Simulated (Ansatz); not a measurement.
# Calculations on CH9NOSSi2

Part 1: Relaxation

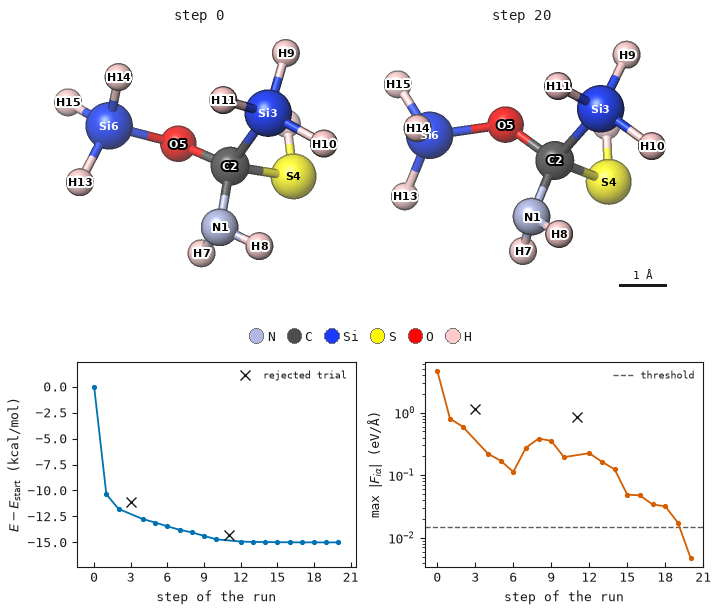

First and last geometry of a relaxation of CH9NOSSi2, with the history of the run. The picture is a ball-and-stick view, seen at a tilt.

The run prepares an end point of a later path (torsion) calculation, from a guessed geometry.

Level of theory: RKS B3LYP/def2-SVP (Ansatz 0.2.0). Settings: no spin polarisation; force threshold 0.015 eV/Å; at most 40 steps.

What do the curves and the structures tell?

It converged. The atom that moves furthest after the best rigid fit is an H atom (1.28 Å). Largest moves by element: H 1.28 Å, O 0.51 Å, N 0.32 Å, S 0.28 Å, Si 0.24 Å, C 0.14 Å. Among the contacts that change: C–S 1.807 → 1.892 Å, H–N 0.959 → 1.018 Å, H–S 1.307 → 1.352 Å, H–N 1.059 → 1.022 Å. Bond angles that change, for instance: Si–C–O 119.7° → 108.1°, C–N–H 102.2° → 112.6°, Si–C–S 101.1° → 108.1°. Groups turn about C–O by about 45°, C–N by about 35°. After 18 accepted moves (20 points after the start) the energy has fallen by 15.0 kcal/mol. Largest force component: 4.6 eV/Å at the start, 0.0048 eV/Å at the end. The line search rejected the trial steps at points 3, 11 of the run. Cost: 88 s on 2 threads of AMD EPYC 9R14 (Zen 4), with other jobs on the host, peak memory 0.45 GiB.

```
step  E − E(0), kcal/mol  largest force component, eV/Å      note
   0                0.00                         4.6125          
   1              -10.37                         0.7990          
   2              -11.78                         0.5988          
   3              -11.15                         1.1333  rejected
   4              -12.76                         0.2204          
   5              -13.09                         0.1706          
   6              -13.46                         0.1132          
   7              -13.79                         0.2754          
   8              -14.04                         0.3859          
   9              -14.38                         0.3534          
  10              -14.71                         0.1944          
  11              -14.30                         0.8380  rejected
  12              -14.92                         0.2248          
  13              -14.96                         0.1640          
  14              -14.97                         0.1241          
  15              -14.99                         0.0489          
  16              -14.99                         0.0476          
  17              -15.00                         0.0341          
  18              -15.00                         0.0318          
  19              -15.00                         0.0174          
  20              -15.00                         0.0048
```

Part 2: Relaxation

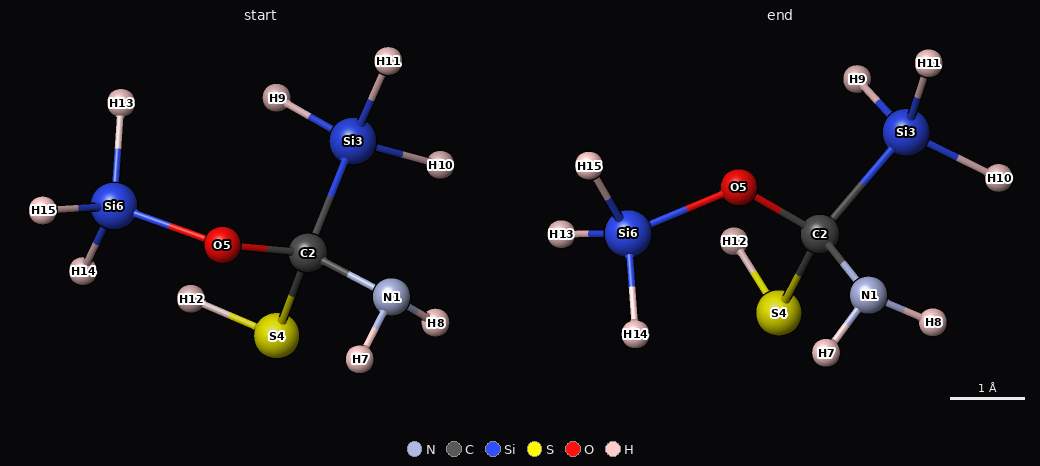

The structure of CH₉NOSSi₂ before (left) and after (right) a relaxation, at one scale.

A ball-and-stick model, seen at a tilt.

The run prepares an end point of a later path (torsion) calculation, from a guessed geometry.

All numbers below come from RKS B3LYP/def2-SVP (Ansatz).

The input:
```yaml
crystal:
  periodic: [false, false, false]
  atoms:
    - { symbol: "N", position_ang: [-0.9323, -0.5817, 1.333] }
    - { symbol: C, position_ang: [-0.4736, -0.4282, -0.0441] }
    - { symbol: Si, position_ang: [1.2312, -1.2878, -0.2146] }
    - { symbol: S, position_ang: [-1.5162, -1.521, -1.0364] }
    - { symbol: O, position_ang: [-0.6584, 0.8868, -0.5691] }
    - { symbol: Si, position_ang: [-0.33623, 1.27609, -2.17638] }
    - { symbol: H, position_ang: [-1.8916, -0.1337, 1.3004] }
    - { symbol: H, position_ang: [-1.1023, -1.5109, 1.4989] }
    - { symbol: H, position_ang: [1.7117, -1.2981, -1.5819] }
    - { symbol: H, position_ang: [1.2127, -2.6892, 0.3326] }
    - { symbol: H, position_ang: [2.2877, -0.5613, 0.6091] }
    - { symbol: H, position_ang: [-1.2004, -1.0388, -2.2099] }
    - { symbol: H, position_ang: [1.10618, 1.11084, -2.47137] }
    - { symbol: H, position_ang: [-1.16987, 0.45176, -3.03898] }
    - { symbol: H, position_ang: [-0.68021, 2.67469, -2.38212] }
basis:
  gaussian: { orbitals: def2-SVP }
hamiltonian:
  xc: b3lyp
relax:
  f_tol: 0.015
  max_steps: 40
```

Command:
```bash
ansatz run input.yaml --threads 2 --pin off --max-ram 3072MiB --backend cpu --events-out ev --progress --plain --runs-dir out
```

Question: Describe what moved and what it gained.

Answer: The energy falls by 96.6 kJ/mol in 33 accepted moves (34 points after the start). The largest force component goes from 4.9 to 0.013 eV/Å. The line search rejected the trial step at point 27 of the run. The atom that moves furthest after the best rigid fit is H14 (2.24 Å). Largest moves by element: H 2.24 Å, O 1.00 Å, S 0.64 Å, N 0.59 Å, Si 0.54 Å, C 0.46 Å. Among the contacts that change: S4–Si6 3.243 → 3.377 Å, C2–S4 1.807 → 1.917 Å, N1–H8 0.959 → 1.019 Å, S4–H12 1.307 → 1.355 Å. Bond angles that change, for instance: Si3–C2–O5 119.7° → 106.7°, C2–N1–H7 102.2° → 112.5°, Si3–C2–S4 101.1° → 109.5°. Groups turn about C2–O5 by about 105°.

Part 3: Path

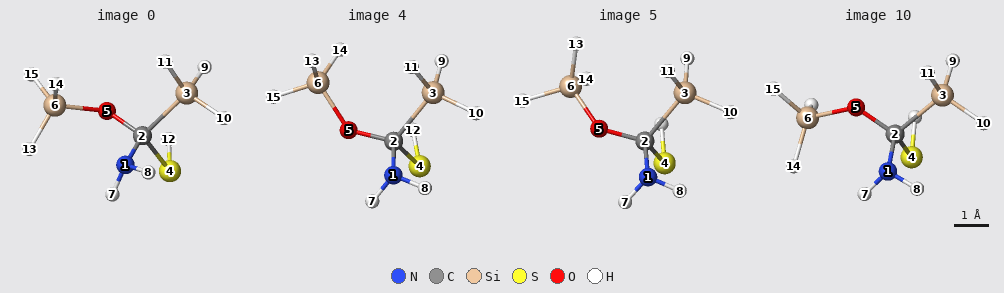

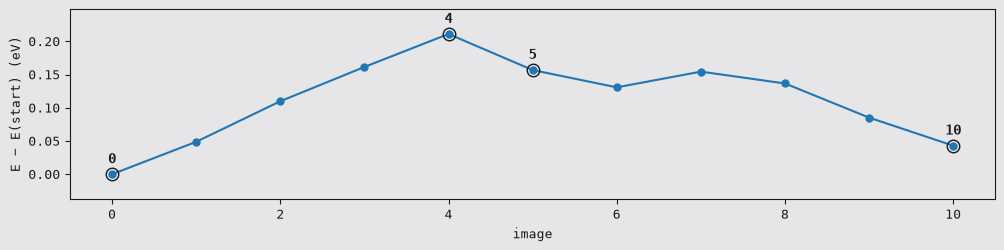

A search for the minimum-energy path of CH₉NOSSi₂ by the nudged elastic band. Images are numbered from 0 (start) to 10 (end). Style: ball-and-stick. Shown at a tilt.

All numbers below come from RKS B3LYP/def2-SVP in Ansatz 0.2.0. Settings: 9 movable images; climbing image; force threshold 0.05 eV/Å; iteration limit 49; starting path through a guess of the saddle point.

> What happens along the path, and what is the barrier?

The path has more than one stage, and so few images may leave a stage unresolved. No bond forms or breaks between the ends. Among the angles between lasting bonds that change up to the highest image: C2–O5–Si6 123.8° → 136.3°, Si3–C2–O5 108.1° → 117.2°. Forward barrier 0.211 eV, backward barrier 0.168 eV, with image 4 at the top; the reaction energy is +0.043 eV. The profile has 2 maxima (images 4, 7) with a dip at image 6 (+0.131 eV), so the process runs in steps. The band converged in 43 iterations. The largest component of the band force went from 720 to 0.037 eV/Å. The climbing image converged on the top of the path. Its vibrational analysis gives one imaginary mode (79i cm⁻¹), as a transition state must have.

The run took 24 min on 2 threads of AMD EPYC 9R14 (Zen 4), with other jobs on the host, peak memory 0.46 GiB.
